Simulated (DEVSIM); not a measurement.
System: abrupt Si n-p junction, at 400 K.

```
layer (left to right)  material  thickness (μm)  Nd (cm⁻³)  Na (cm⁻³)  τn (s)  τp (s)
---------------------  --------  --------------  ---------  ---------  ------  ------
1                            Si            13.0     5.2e17          -  8.7e-5  8.7e-5
2                            Si            26.0          -     9.7e14  8.7e-5  8.7e-5
```

Left contact: ohmic. Right contact: ohmic. Voltage is applied to the left contact. Recombination: SRH at mid-gap, radiative. Mobility is μmin + (μ − μmin)/(1 + (N/Nref)^α).

This is a model device: material constants are rounded textbook-type values typed into the input, and sizes, dopings and lifetimes were drawn at random. Values at 300 K; Nc and Nv go as T^1.5, mobilities as T to minus their exponent, the gap by Varshni's rule with the affinity fixed.

| parameter | Si |
|---|---|
| gap (eV) | 1.124 |
| affinity (eV) | 4.05 |
| permittivity | 11.7 |
| Nc (cm⁻³) | 2.86e19 |
| Nv (cm⁻³) | 3.1e19 |
| μn (cm²/Vs) | 1417 |
| μp (cm²/Vs) | 470 |
| μn,min | 52 |
| μp,min | 45 |
| Nref,n | 9.7e16 |
| Nref,p | 2.2e17 |
| αn | 0.68 |
| αp | 0.72 |
| T exponent of μn | 2.3 |
| T exponent of μp | 2.2 |
| B (cm³/s) | 4.7e-15 |
| Varshni α (eV/K) | 0.000473 |
| Varshni β (K) | 636 |

Simulated with DEVSIM: 1D drift-diffusion, Boltzmann statistics, complete ionisation; no tunnelling, impact ionisation, image-force lowering or self-heating.

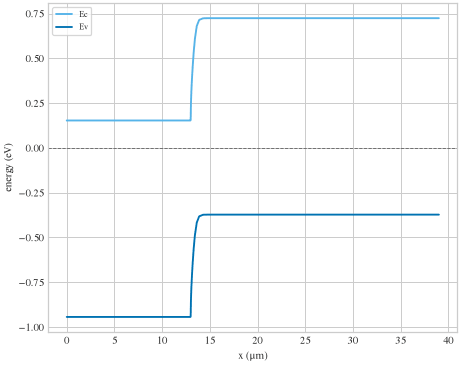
*Band edges at zero bias*

Energies count from the Fermi level of the right contact; mesh points crowd at the junctions.

```json
[
 {"x (μm)": "0.000", "Ec (eV)": "0.153", "Ev (eV)": "-0.943", "n (cm⁻³)": "5.2e17", "p (cm⁻³)": "6.2e7", "field (V/cm)": "≈ 0"},
 {"x (μm)": "0.04250", "Ec (eV)": "0.153", "Ev (eV)": "-0.943", "n (cm⁻³)": "5.2e17", "p (cm⁻³)": "6.2e7", "field (V/cm)": "≈ 0"},
 {"x (μm)": "0.1676", "Ec (eV)": "0.153", "Ev (eV)": "-0.943", "n (cm⁻³)": "5.2e17", "p (cm⁻³)": "6.2e7", "field (V/cm)": "≈ 0"},
 {"x (μm)": "0.5058", "Ec (eV)": "0.153", "Ev (eV)": "-0.943", "n (cm⁻³)": "5.2e17", "p (cm⁻³)": "6.2e7", "field (V/cm)": "≈ 0"},
 {"x (μm)": "2.088", "Ec (eV)": "0.153", "Ev (eV)": "-0.943", "n (cm⁻³)": "5.2e17", "p (cm⁻³)": "6.2e7", "field (V/cm)": "≈ 0"},
 {"x (μm)": "6.056", "Ec (eV)": "0.153", "Ev (eV)": "-0.943", "n (cm⁻³)": "5.2e17", "p (cm⁻³)": "6.2e7", "field (V/cm)": "≈ 0"},
 {"x (μm)": "10.46", "Ec (eV)": "0.153", "Ev (eV)": "-0.943", "n (cm⁻³)": "5.2e17", "p (cm⁻³)": "6.2e7", "field (V/cm)": "≈ 0"},
 {"x (μm)": "12.38", "Ec (eV)": "0.153", "Ev (eV)": "-0.943", "n (cm⁻³)": "5.2e17", "p (cm⁻³)": "6.2e7", "field (V/cm)": "≈ 0"},
 {"x (μm)": "12.80", "Ec (eV)": "0.153", "Ev (eV)": "-0.943", "n (cm⁻³)": "5.2e17", "p (cm⁻³)": "6.2e7", "field (V/cm)": "≈ 0"},
 {"x (μm)": "12.94", "Ec (eV)": "0.153", "Ev (eV)": "-0.943", "n (cm⁻³)": "5.2e17", "p (cm⁻³)": "6.2e7", "field (V/cm)": "13"},
 {"x (μm)": "13.00", "Ec (eV)": "0.175", "Ev (eV)": "-0.922", "n (cm⁻³)": "2.8e17", "p (cm⁻³)": "1.2e8", "field (V/cm)": "30000"},
 {"x (μm)": "13.06", "Ec (eV)": "0.311", "Ev (eV)": "-0.785", "n (cm⁻³)": "5.3e15", "p (cm⁻³)": "6.1e9", "field (V/cm)": "13000"},
 {"x (μm)": "13.20", "Ec (eV)": "0.456", "Ev (eV)": "-0.641", "n (cm⁻³)": "7.9e13", "p (cm⁻³)": "4.1e11", "field (V/cm)": "8400"},
 {"x (μm)": "13.63", "Ec (eV)": "0.680", "Ev (eV)": "-0.416", "n (cm⁻³)": "1.2e11", "p (cm⁻³)": "2.7e14", "field (V/cm)": "2400"},
 {"x (μm)": "15.58", "Ec (eV)": "0.724", "Ev (eV)": "-0.372", "n (cm⁻³)": "3.3e10", "p (cm⁻³)": "9.7e14", "field (V/cm)": "≈ 0"},
 {"x (μm)": "20.19", "Ec (eV)": "0.724", "Ev (eV)": "-0.372", "n (cm⁻³)": "3.3e10", "p (cm⁻³)": "9.7e14", "field (V/cm)": "≈ 0"},
 {"x (μm)": "30.70", "Ec (eV)": "0.724", "Ev (eV)": "-0.372", "n (cm⁻³)": "3.3e10", "p (cm⁻³)": "9.7e14", "field (V/cm)": "≈ 0"},
 {"x (μm)": "36.02", "Ec (eV)": "0.724", "Ev (eV)": "-0.372", "n (cm⁻³)": "3.3e10", "p (cm⁻³)": "9.7e14", "field (V/cm)": "≈ 0"},
 {"x (μm)": "38.27", "Ec (eV)": "0.724", "Ev (eV)": "-0.372", "n (cm⁻³)": "3.3e10", "p (cm⁻³)": "9.7e14", "field (V/cm)": "≈ 0"},
 {"x (μm)": "38.76", "Ec (eV)": "0.724", "Ev (eV)": "-0.372", "n (cm⁻³)": "3.3e10", "p (cm⁻³)": "9.7e14", "field (V/cm)": "≈ 0"},
 {"x (μm)": "38.93", "Ec (eV)": "0.724", "Ev (eV)": "-0.372", "n (cm⁻³)": "3.3e10", "p (cm⁻³)": "9.7e14", "field (V/cm)": "≈ 0"},
 {"x (μm)": "39.00", "Ec (eV)": "0.724", "Ev (eV)": "-0.372", "n (cm⁻³)": "3.3e10", "p (cm⁻³)": "9.7e14", "field (V/cm)": "≈ 0"}
]
```
